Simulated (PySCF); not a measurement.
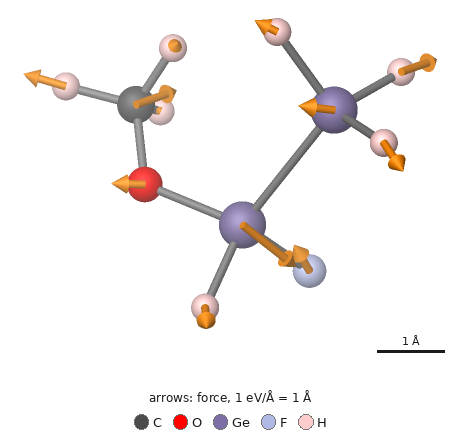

Starting geometry of CH$_{7}$FGe$_{2}$O with the computed forces as orange arrows. Style: ball-and-stick. Shown from a free direction.

The start comes from GFN2-xTB. Its atoms were then displaced at random by about 0.01 Å.

Level of theory: PBE0-D3(BJ)/def2-SVP geometry optimisation, gas phase (PySCF). 

### What follows when this structure is relaxed?

It isn't relaxed: the largest force vector, on a Ge atom, is 1.21 eV/Å. The final displacements have little in common with the starting forces (cosine between the two patterns 0.03). After 12 geometry steps the energy has fallen by 15.8 kJ/mol. The largest moves after the best rigid fit, 0.53 Å, are those of H atoms. By element the largest moves are H 0.53 Å, F 0.17 Å, O 0.16 Å, C 0.11 Å, Ge 0.11 Å. Near-neighbour distances that change, for instance: Ge–H 1.490 → 1.537 Å, Ge–O 1.740 → 1.768 Å, F–Ge 1.776 → 1.751 Å, C–O 1.381 → 1.403 Å. Bond angles that change, for instance: Ge–Ge–H 127.3° → 120.0°, O–Ge–H 99.1° → 105.0°, C–O–Ge 126.0° → 121.0°. Groups turn about C–O by about 25°.
